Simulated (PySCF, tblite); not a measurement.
# C₃H₆Cl₂F₂Si₂: geometry, infrared bands and NMR shifts

Wanted: the infrared bands and NMR shifts of C₃H₆Cl₂F₂Si₂ (`FC(F)[Si@@H]1C[C@H]1[SiH](Cl)Cl`), by calculation.

Computed with tblite 0.8.0 and PySCF 2.14.0, with density-fitted response routines of our own, on a single molecule in the gas phase. Atoms are numbered from 0 throughout.

**1. Starting geometry**

15 atoms, charge 0, multiplicity 1; geometry from: force field or distance geometry start.

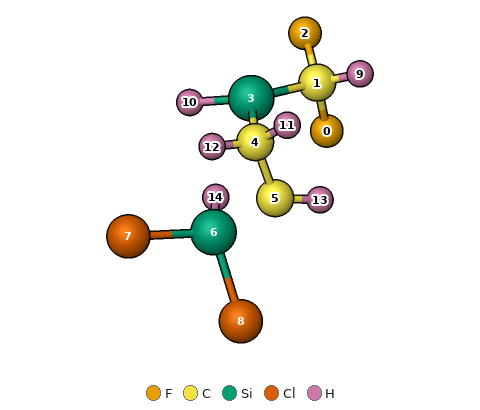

As it starts; fluorine amber, carbon yellow, silicon teal, chlorine orange, hydrogen pink, atoms numbered.

**2. Relaxing the molecule with GFN2-xTB**

Job settings and geometry (Å):

```
{"job": {"kind": "relax", "xc": "GFN2-xTB", "basis": "xTB"}, "charge": 0, "multiplicity": 1}
F      1.859300     0.205000     1.346200
C      2.149100     0.422100     0.027900
F      3.267900    -0.333000    -0.220400
Si     0.753800    -0.133500    -1.031700
C     -0.673600     0.816900    -1.353600
C     -1.079700     0.893000     0.051300
Si    -1.424200    -1.002800     1.022600
Cl    -2.672600    -2.060600    -0.190100
Cl    -2.504400    -0.529600     2.697000
H      2.406200     1.470800    -0.087700
H      0.470600    -1.600700    -1.045500
H     -0.493600     1.788600    -1.828500
H     -1.411200     0.360800    -2.023700
H     -0.464200     1.433500     0.771600
H     -0.187800    -1.722700     1.396600
```

Launch:

```bash
> OMP_NUM_THREADS=1 python probes_run.py task.json out
```

This one command runs all jobs of the session in turn.

The log of the run:

```text
step      E/eV     max force
  0    -855.50469    5.272
  1    -856.11230    2.966
  2    -856.46901    1.778
  3    -856.64787    2.144
  4    -856.75360    1.311
  5    -856.90250    1.183
  6    -856.98099    1.043
  7    -857.08025    1.237
  8    -857.15393    1.032
  9    -857.26356    0.900
 10    -857.29747    0.647
 11    -857.34082    0.469
 12    -857.36119    0.430
 13    -857.38152    1.165
 14    -857.40912    0.426
 15    -857.43594    0.319
 16    -857.48072    0.567
 17    -857.51927    0.546
 18    -857.55717    0.555
 19    -857.58787    0.464
 20    -857.62418    0.478
 21    -857.65191    0.458
 22    -857.68170    0.424
 23    -857.71185    0.419
 24    -857.73870    0.532
 25    -857.76245    0.553
 26    -857.78414    0.331
 27    -857.79628    0.224
 28    -857.80355    0.240
 29    -857.81008    0.343
 30    -857.81624    0.274
 31    -857.82391    0.242
 32    -857.83619    0.220
 33    -857.84309    0.236
 34    -857.85240    0.265
 35    -857.86178    0.296
 36    -857.86974    0.247
 37    -857.87498    0.204
 38    -857.87881    0.195
 39    -857.88296    0.191
 40    -857.88879    0.321
 41    -857.89626    0.346
 42    -857.90411    0.253
 43    -857.91141    0.222
 44    -857.91881    0.347
 45    -857.92809    0.519
 46    -857.94121    0.566
 47    -857.95475    0.381
 48    -857.96196    0.193
 49    -857.96509    0.115
 50    -857.96737    0.192
 51    -857.96953    0.199
 52    -857.97225    0.176
 53    -857.97550    0.118
 54    -857.97672    0.083
 55    -857.97740    0.063
 56    -857.97798    0.059
 57    -857.97855    0.073
 58    -857.97905    0.074
 59    -857.97935    0.042
 60    -857.97949    0.030
 61    -857.97961    0.031
 62    -857.97977    0.044
 63    -857.97999    0.042
 64    -857.98024    0.035
 65    -857.98048    0.045
 66    -857.98076    0.061
 67    -857.98113    0.070
 68    -857.98164    0.064
 69    -857.98222    0.056
 70    -857.98275    0.062
 71    -857.98319    0.055
 72    -857.98360    0.049
 73    -857.98409    0.062
 74    -857.98473    0.079
 75    -857.98549    0.092
 76    -857.98619    0.071
 77    -857.98665    0.054
 78    -857.98690    0.045
 79    -857.98716    0.049
 80    -857.98761    0.081
 81    -857.98829    0.095
 82    -857.98901    0.073
 83    -857.98946    0.050
 84    -857.98966    0.053
 85    -857.98984    0.041
 86    -857.99009    0.035
 87    -857.99049    0.062
 88    -857.99089    0.070
 89    -857.99123    0.046
 90    -857.99146    0.042
 91    -857.99178    0.044
 92    -857.99208    0.041
 93    -857.99241    0.044
 94    -857.99278    0.052
 95    -857.99329    0.063
 96    -857.99414    0.070
 97    -857.99551    0.090
 98    -857.99731    0.099
 99    -857.99730    0.167
100    -857.99919    0.119
101    -858.00000    0.073
102    -858.00057    0.068
103    -858.00187    0.093
104    -858.00372    0.127
105    -858.00684    0.167
106    -858.00997    0.119
107    -858.01055    0.226
108    -858.01242    0.084
109    -858.01337    0.067
110    -858.01426    0.110
111    -858.01564    0.181
112    -858.01743    0.186
113    -858.01962    0.156
114    -858.02104    0.091
115    -858.02167    0.065
116    -858.02200    0.071
117    -858.02226    0.072
118    -858.02261    0.048
119    -858.02287    0.045
120    -858.02314    0.053
121    -858.02339    0.056
122    -858.02370    0.051
123    -858.02406    0.047
124    -858.02443    0.034
125    -858.02466    0.032
126    -858.02472    0.035
127    -858.02481    0.021
128    -858.02487    0.014
129    -858.02491    0.013
130    -858.02497    0.013
131    -858.02502    0.016
132    -858.02508    0.019
133    -858.02513    0.019
134    -858.02521    0.020
135    -858.02530    0.020
136    -858.02537    0.014
137    -858.02540    0.012
138    -858.02542    0.008
```

Run time: 4.3 s. Hardware: 1 thread of Intel Xeon at 2.70GHz, shared host.

Relaxation path: (not every step is listed)

```
step  energy from step 0 (eV)  largest force (eV/Å)
   0                   0.0000                5.2716
   1                  -0.6076                2.9665
   2                  -0.9643                1.7776
   3                  -1.1432                2.1439
   4                  -1.2489                1.3108
   5                  -1.3978                1.1834
   6                  -1.4763                1.0425
   7                  -1.5756                1.2370
   8                  -1.6492                1.0318
  20                  -2.1195                0.4777
  32                  -2.3315                0.2201
  44                  -2.4141                0.3466
  56                  -2.4733                0.0594
  68                  -2.4769                0.0639
  80                  -2.4829                0.0810
  92                  -2.4874                0.0405
 104                  -2.4990                0.1275
 116                  -2.5173                0.0712
 128                  -2.5202                0.0144
 133                  -2.5204                0.0185
 134                  -2.5205                0.0203
 135                  -2.5206                0.0201
 136                  -2.5207                0.0145
 137                  -2.5207                0.0124
 138                  -2.5207                0.0084
```

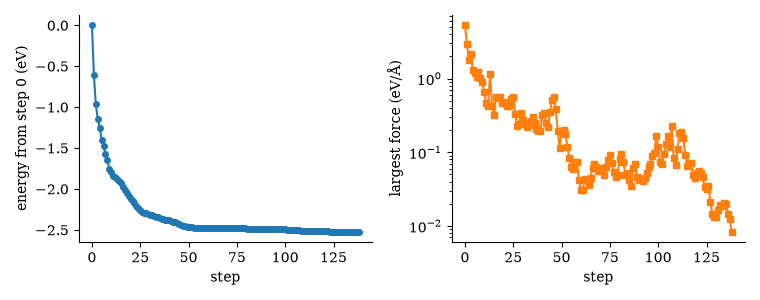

Energy and force, step by step.

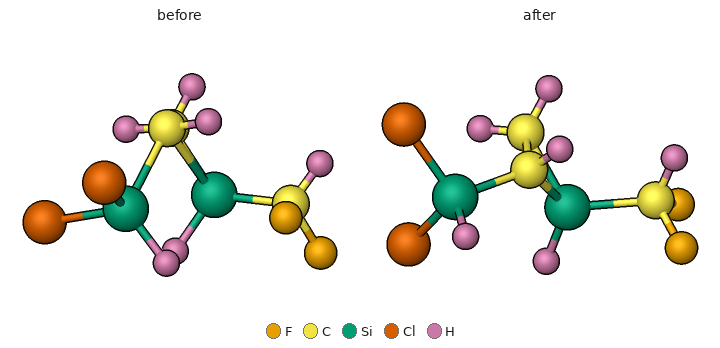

Before and after, at one scale.

Distances of close pairs at the start and the end, largest changes first:

```
   bond  before (Å)  after (Å)  change (Å)
 Si3–C5       2.364      1.893      -0.471
 C5–Si6       2.158      1.883      -0.275
 Si3–C4       1.745      1.876      +0.131
  C4–C5       1.464      1.556      +0.092
 C1–Si3       1.838      1.929      +0.091
Si3–H10       1.494      1.447      -0.048
Si6–Cl8       2.048      2.015      -0.033
Si6–H14       1.479      1.455      -0.024
```

The next job starts from the end point, and lists it.

**3. Harmonic vibrations with GFN2-xTB**

Job settings and geometry (Å):

```
{"job": {"kind": "ir", "xc": "GFN2-xTB", "basis": "xTB"}, "charge": 0, "multiplicity": 1}
F      3.218578    -0.089416     0.622610
C      2.482660     0.575416    -0.313086
F      3.249449     0.590572    -1.439035
Si     0.819934    -0.341854    -0.652448
C     -0.654216     0.785103    -0.926721
C     -0.583330     0.180410     0.505653
Si    -1.983701    -0.954510     1.049974
Cl    -2.174199    -2.417616    -0.331635
Cl    -3.714021     0.074196     1.134049
H      2.396162     1.615381     0.029880
H      1.015819    -1.654561    -1.227671
H     -0.556985     1.860345    -0.993136
H     -1.470240     0.429138    -1.538644
H     -0.327912     0.913248     1.264576
H     -1.722411    -1.557861     2.347615
```

The log of the run:

```text
mode    cm-1     km/mol
  1      18.9      1.78
  2      30.1      2.16
  3      57.7      3.69
  4      60.5      2.70
  5      98.7      4.95
  6     136.2      0.57
  7     163.2      6.97
  8     181.6      5.33
  9     244.4      0.58
 10     301.6     23.77
 11     348.7     31.60
 12     442.8     26.75
 13     461.7     53.42
 14     486.0     17.72
 15     516.8     63.25
 16     584.6     97.54
 17     597.8     33.18
 18     631.8    231.20
 19     662.9    165.42
 20     671.4     27.96
 21     730.0     71.24
 22     742.8    102.40
 23     797.1     37.56
 24     910.4     49.59
 25     989.6    149.75
 26    1009.4     18.81
 27    1041.4     46.59
 28    1070.9    115.20
 29    1094.3     68.24
 30    1210.9     64.03
 31    1231.9     16.13
 32    1266.3      5.08
 33    1434.0      4.65
 34    2303.6    166.50
 35    2412.5    182.78
 36    2894.8     32.37
 37    3009.0     11.61
 38    3057.2      6.88
 39    3079.4     21.23
```

It took 2.4 s on 1 thread of Intel Xeon at 2.70GHz, shared host.

Which atoms move in the most intense modes:

```
cm⁻¹  km/mol                                 atoms
 585    97.5                              H10 58 %
 632   231.2                              H14 85 %
 663   165.4  H14 35 %, Si6 14 %, C5 13 %, C1 10 %
 743   102.4            Si3 32 %, C5 23 %, C4 21 %
 990   149.8             C1 62 %, F0 19 %, F2 17 %
1071   115.2             C1 51 %, F2 18 %, F0 16 %
2304   166.5                              H14 97 %
2412   182.8                              H10 97 %
```

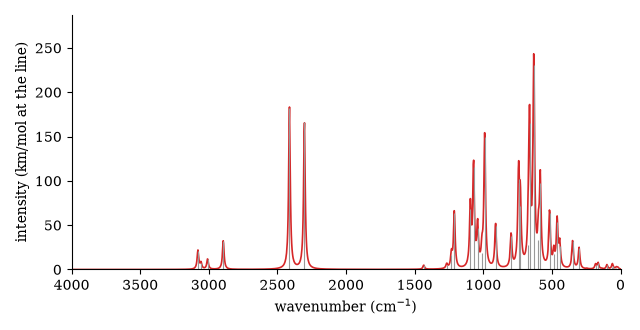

The infrared spectrum from these modes, unscaled. Lines are broadened to a width of 14 cm⁻¹ (Lorentzian).

**4. NMR shieldings: PBE0/pcSseg-1**

Same as in step 3 but for these lines:

```diff
@@ -1,2 +1,2 @@
-{"job": {"kind": "ir", "xc": "GFN2-xTB", "basis": "xTB"}, "charge": 0, "multiplicity": 1}
+{"job": {"kind": "nmr", "xc": "PBE0", "basis": "pcSseg-1"}, "charge": 0, "multiplicity": 1}
 F      3.218578    -0.089416     0.622610
```

Level: GIAO PBE0/pcSseg-1 NMR shielding, non-relativistic, gas phase.

The log of the run:

```text
coarse grid: 15648 points
cycle   1  E = -1815.9242959826  dE =  1.111e+00  |g| = 7.682e-01  |ddm| = 3.656e+00
cycle   2  E = -1815.8151652555  dE =  1.091e-01  |g| = 1.101e+00  |ddm| = 1.314e+00
cycle   3  E = -1816.0403122266  dE = -2.251e-01  |g| = 7.001e-02  |ddm| = 7.823e-01
cycle   4  E = -1816.0411496419  dE = -8.374e-04  |g| = 3.783e-02  |ddm| = 1.171e-01
cycle   5  E = -1816.0414875074  dE = -3.379e-04  |g| = 7.354e-03  |ddm| = 4.690e-02
cycle   6  E = -1816.0414982626  dE = -1.076e-05  |g| = 3.488e-03  |ddm| = 1.043e-02
cycle   7  E = -1816.0415012215  dE = -2.959e-06  |g| = 6.722e-04  |ddm| = 3.634e-03
final grid: 136408 points
cycle   8  E = -1816.1050844888  dE = -4.678e-05  |g| = 8.875e-03  |ddm| = 2.299e-02
cycle   9  E = -1816.1050678168  dE =  1.667e-05  |g| = 1.218e-02  |ddm| = 1.611e-02
cycle  10  E = -1816.1051009274  dE = -3.311e-05  |g| = 1.169e-03  |ddm| = 1.027e-02
cycle  11  E = -1816.1051011691  dE = -2.418e-07  |g| = 3.375e-04  |ddm| = 1.497e-03
cycle  12  E = -1816.1051011963  dE = -2.715e-08  |g| = 1.018e-04  |ddm| = 4.144e-04
cycle  13  E = -1816.1051011983  dE = -2.020e-09  |g| = 3.127e-05  |ddm| = 1.033e-04
cycle  14  E = -1816.1051011985  dE = -2.065e-10  |g| = 5.572e-06  |ddm| = 2.764e-05
converged SCF energy = -1816.1051011985

GIAO shielding tensors (ppm)
atom      isotropic    diamagn.    paramagn.     s11        s22        s33       span
  0 F      307.363     472.066    -164.703    157.457    319.815    444.817    287.360
  1 C       56.953     249.196    -192.243     32.009     68.353     70.497     38.488
  2 F      309.969     469.829    -159.860    160.220    321.857    447.828    287.608
  3 Si     462.858     881.663    -418.805    347.092    367.824    673.659    326.567
  4 C      189.372     256.351     -66.979    169.930    187.942    210.244     40.314
  5 C      180.699     262.829     -82.131    151.878    178.057    212.161     60.282
  6 Si     337.370     876.349    -538.979    299.917    348.563    363.631     63.714
  7 Cl     909.430    1148.421    -238.991    779.831    916.216   1032.241    252.410
  8 Cl     882.355    1146.916    -264.561    766.590    886.161    994.315    227.724
  9 H       25.532      29.735      -4.203     24.142     24.704     27.750      3.608
 10 H       28.027      29.317      -1.290     22.087     27.940     34.054     11.967
 11 H       30.635      32.042      -1.407     25.615     25.799     40.491     14.875
 12 H       30.713      32.253      -1.541     24.606     29.758     37.775     13.169
 13 H       31.172      34.178      -3.006     25.115     28.479     39.923     14.807
 14 H       25.804      26.909      -1.105     22.007     23.363     32.042     10.035
```

Run time: 87 s. Hardware: 1 thread of Intel Xeon at 2.70GHz, shared host; peak memory 1 GiB.

Shifts follow as δ = σ(reference) − σ, with reference shieldings (ppm) from runs at the same level and on the same kind of geometry: ¹H TMS 31.72, ¹³C TMS 186.9, ²⁹Si TMS 349.2, ¹⁹F CFCl3 170.9, ³⁵Cl HCl 950. The references are single molecules in the gas phase, so shifts against H2O, NH3, PH3, H3PO4 or CFCl3 are not on the usual liquid scales and can be off by tens of ppm.

```
atoms                                                environment  σ (ppm)  δ (ppm)  δ scaled to CDCl3
   C1                                sp3 CH bonded to 2 F and Si     57.0    130.0              124.9
   C5                                 three-membered-ring carbon    180.7      6.2                4.2
   C4                                 three-membered-ring carbon    189.4     -2.4               -4.3
   H9                 hydrogen on an sp3 CH bonded to 2 F and Si    25.53     6.19               5.94
  H14                    hydrogen on a silicon bonded to C, 2 Cl    25.80     5.91                  –
  H10  hydrogen on a silicon bonded to 3 C, in a 3-membered ring    28.03     3.69                  –
  H11                   hydrogen on a three-membered-ring carbon    30.64     1.08               1.13
  H12                   hydrogen on a three-membered-ring carbon    30.71     1.00               1.05
  H13                   hydrogen on a three-membered-ring carbon    31.17     0.54               0.62
   F0                                    fluorine of a CF2 group    307.4   -136.4                  –
   F2                                    fluorine of a CF2 group    310.0   -139.0                  –
  Si6                               silicon bonded to C, 2 Cl, H    337.4     11.8                  –
  Si3             silicon bonded to 3 C, H, in a 3-membered ring    462.9   -113.7                  –
  Cl8                                      chlorine bonded to Si      882       67                  –
  Cl7                                      chlorine bonded to Si      909       40                  –
```

The scaled column applies a straight-line fit of computed shieldings to shifts measured in CDCl3, with any fitted terms for Cl, Br or S neighbours, and one for carbons that bear F (root-mean-square error 0.16 ppm for H, 1.9 ppm for C).

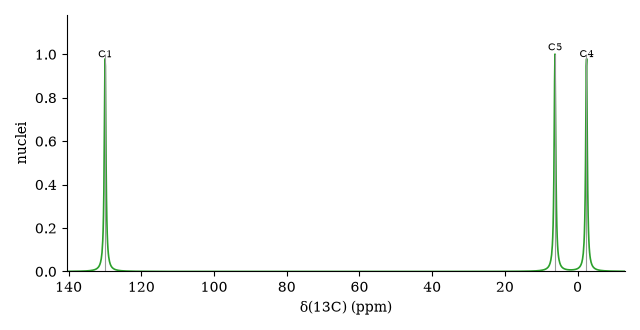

¹³C lines at the computed shifts, without couplings. Lines are broadened to a width of 0.53 ppm (Lorentzian).

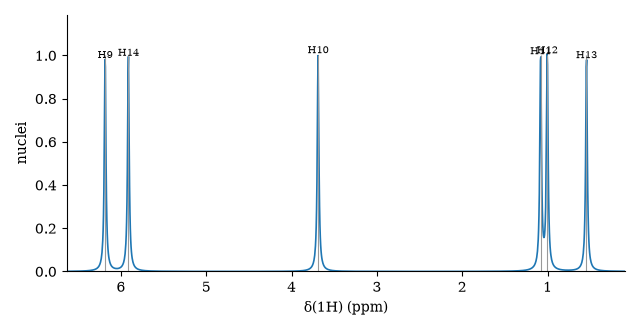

¹H lines at the computed shifts, without couplings. Lines are broadened to a width of 0.02 ppm (Lorentzian).

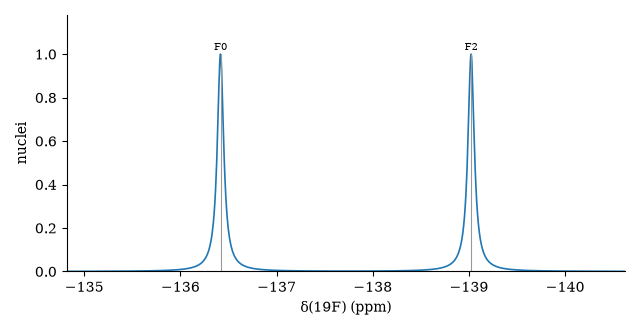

¹⁹F lines at the computed shifts, without couplings. Lines are broadened to a width of 0.08 ppm (Lorentzian).

The run also stored atomic charges by several schemes (e):

```
atoms  Mulliken    IAO  Hirshfeld  ESP fit
   F0     -0.31  -0.30      -0.12    -0.21
   C1      0.26   0.19       0.06     0.23
   F2     -0.31  -0.30      -0.11    -0.19
  Si3      0.67   0.80       0.33     0.18
   C4     -0.43  -0.52      -0.16    -0.54
   C5     -0.77  -0.67      -0.21    -0.27
  Si6      0.88   0.96       0.35     0.23
  Cl7     -0.30  -0.31      -0.10    -0.12
  Cl8     -0.29  -0.30      -0.11    -0.11
```

Hirshfeld charges:

F0 -0.12; C1 0.06; F2 -0.11; Si3 0.33; C4 -0.16; C5 -0.21; Si6 0.35; Cl7 -0.10; Cl8 -0.11; H9 0.05; H10 -0.04; H11 0.05; H12 0.04; H13 0.05; H14 -0.07

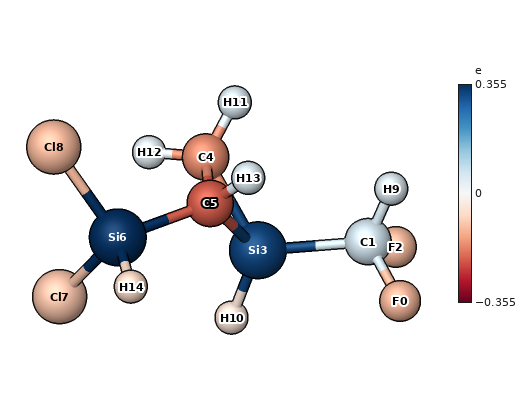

Hirshfeld charges, as colours on the atoms.

Mayer bond orders: F0–C1 0.91, C1–F2 0.91, C1–Si3 0.88, Si3–C4 0.95, C4–C5 0.86, C5–Si6 0.90, Si6–Cl7 0.99, Si6–Cl8 1.03, C5–Si3 0.88.

Ring of atoms Si3, C4, C5: NICS(0) -26.6, NICS(1) -8.0, NICS(1)zz -17.3 ppm (means of both faces).

In rings of three or four atoms NICS is ruled by the nearby σ bonds, so it says little on aromaticity.

**5. Results**

```
                                 quantity                                   value
strongest single infrared mode (GFN2-xTB)                    632 cm⁻¹, 231 km/mol
             zero-point energy (GFN2-xTB)                           52.9 kcal/mol
   ¹³C shifts against TMS (PBE0/pcSseg-1)                    130.0, 6.2, -2.4 ppm
    ¹H shifts against TMS (PBE0/pcSseg-1)  6.19, 5.91, 3.69, 1.08, 1.00, 0.54 ppm
 ¹⁹F shifts against CFCl3 (PBE0/pcSseg-1)                      -136.4, -139.0 ppm
  ²⁹Si shifts against TMS (PBE0/pcSseg-1)                        11.8, -113.7 ppm
  ³⁵Cl shifts against HCl (PBE0/pcSseg-1)                              67, 40 ppm
```

The optimisation took 138 steps and gained 2.521 eV; among the close pairs (by a distance rule), Si3–C5 changed most, from 2.364 to 1.893 Å. No mode is imaginary among the 39: a minimum at this level. The strongest single mode, at 632 cm⁻¹, moves mainly H14. Unscaled tight-binding wavenumbers are off by several per cent, some by more. Its intensities can rank the bands wrongly. The most deshielded hydrogen is H9 (hydrogen on an sp3 CH bonded to 2 F and Si), at 6.19 ppm: its carbon carries F, which withdraws density. At PBE0/pcSseg-1: The largest span, 327 ppm, is at Si3, where the paramagnetic term is -419 ppm.
